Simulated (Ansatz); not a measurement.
# ClGaH4NP···HCl: what the fields show

Input

```
crystal:
  periodic: [false, false, false]
  atoms:
    - { symbol: Ga, position_ang: [0.076431, 0.650654, -0.279192] }
    - { symbol: Cl, position_ang: [-0.474672, -0.219848, 3.000362] }
    - { symbol: Cl, position_ang: [1.731101, -0.679173, -0.673935] }
    - { symbol: "N", position_ang: [-1.47847, 0.183894, -1.062049] }
    - { symbol: H, position_ang: [-1.596148, -0.718785, -1.508314] }
    - { symbol: H, position_ang: [-2.364054, 0.646885, -0.897946] }
    - { symbol: P, position_ang: [0.404437, 2.578838, 0.924824] }
    - { symbol: H, position_ang: [1.818892, 2.595986, 0.719689] }
    - { symbol: H, position_ang: [0.108142, 3.474692, -0.153094] }
    - { symbol: H, position_ang: [-0.42866, 1.112357, 2.929955] }
basis:
  gaussian: { orbitals: def2-SVP }
hamiltonian:
  xc: pbe0
  dispersion: d4
relax:
  f_tol: 0.03
  max_steps: 50
output:
  orbitals: {}
```

Command:

```sh
ansatz run input.yaml --threads 4 --pin off --max-ram 5120MiB --backend cpu --events-out ev --progress --plain --runs-dir out
```

The fields are those of the run's last geometry, not of the input's.

Method: RKS PBE0-D4/def2-SVP (Ansatz).

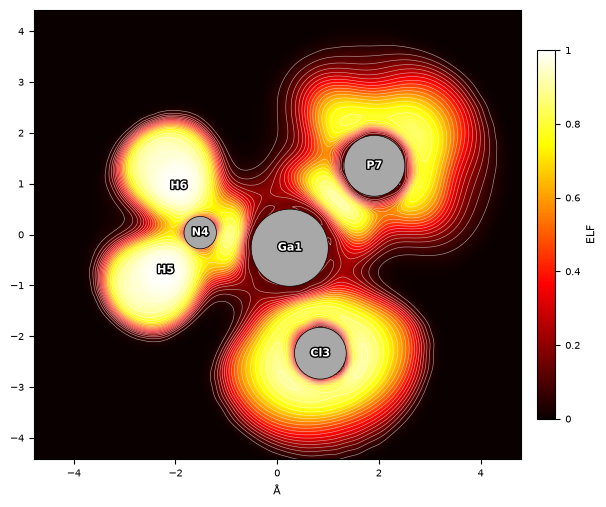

Figure 1. ELF on the plane of atoms Cl3, Ga1 and P7. Grey discs cover the atomic cores.

> Read the bonding off the picture.

The plane passes through Ga, Cl, N, H and P nuclei. Ga–N (1.81 Å): the ELF peaks at about 0.85 in the valence shell of N, 0.6 Å from its nucleus, and is about 0.30 at the midpoint. Ga–Cl (2.16 Å): the ELF peaks at about 0.85 in the valence shell of Cl, 0.8 Å from its nucleus, and is about 0.55 at the midpoint. Ga–P (2.32 Å): the ELF peaks at about 0.90 between the atoms (localised, covalent bonding). N–H (1.01 Å): the ELF climbs to about 1 towards the hydrogen, as it does in any bond to H (a covalent bond by its length). The ELF also peaks beside Cl3 and P7, away from the bonds: lone-pair regions.

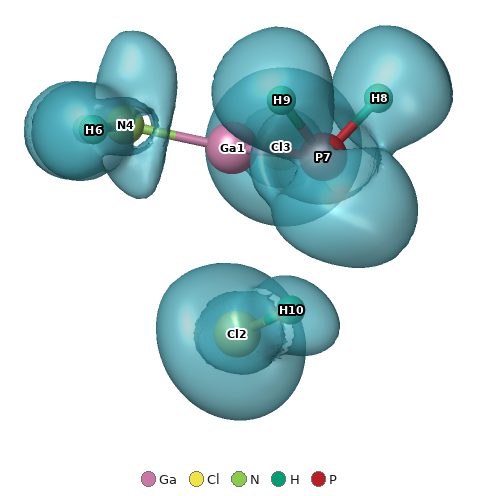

Figure 2. Isosurface of the electron localisation function at 0.75 (cyan), seen at an oblique angle. Core shells and regions of very low density are left out.

> Identify the bonds, lone pairs and shells in this picture.

The surface consists of one region wrapped around Cl (its valence shell), one joined region spread over several atoms (Cl, H), in which their bonds and any lone pairs are merged, one joined region spread over several atoms (H, N), in which their bonds and any lone pairs are merged and one joined region spread over several atoms (H, P), in which their bonds and any lone pairs are merged. Along the contacts the grid gives the following. Ga1···Cl2 (3.06 Å): the ELF dips to about 0.10 between them.

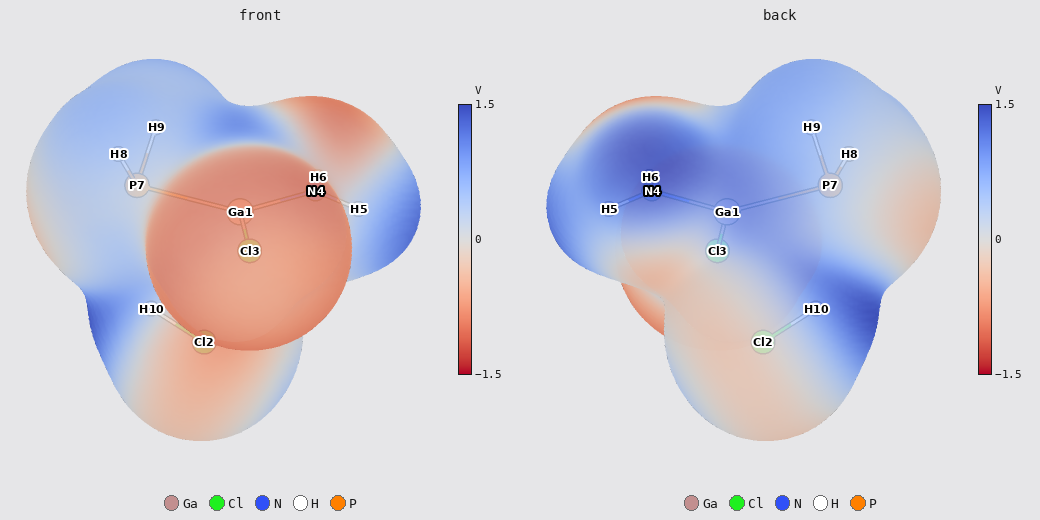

Figure 3. The molecular electrostatic potential painted on the density surface at 0.001 e/bohr³, seen from the front and from behind; red is negative and blue positive.

> Which sites attract a positive test charge, and which a negative one?

A positive charge is drawn to the negative regions and a negative charge to the positive ones. The most negative region (about −0.9 V, or −21 kcal/mol for a unit charge) lies over Cl3 and N4, the most positive (about +1.4 V, or +32 kcal/mol for a unit charge) over H6 and H10. Cl2 shows a σ-hole: about +0.3 V, or +7 kcal/mol for a unit charge at the tip opposite its bond, against about −0.3 V on its flanks.

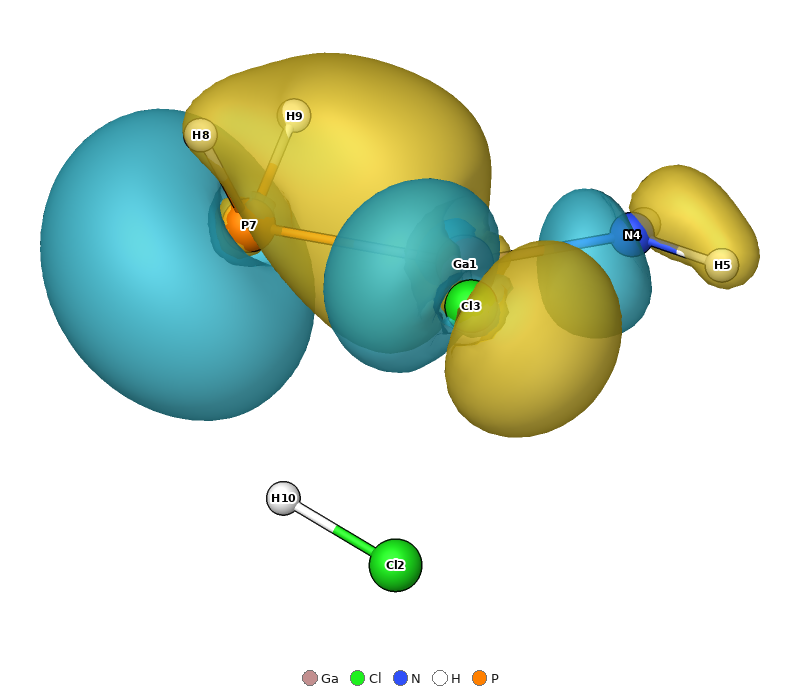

Figure 4. The HOMO−1 at ±0.08 Å⁻³ᐟ² (yellow and cyan are the two phases), seen at a tilt.

> What is the character of this orbital?

Its weight (Hirshfeld) is mainly on P7 (about 55 %), Cl3 (about 20 %) and Ga1 (about 15 %). Its energy is −7.62 eV.
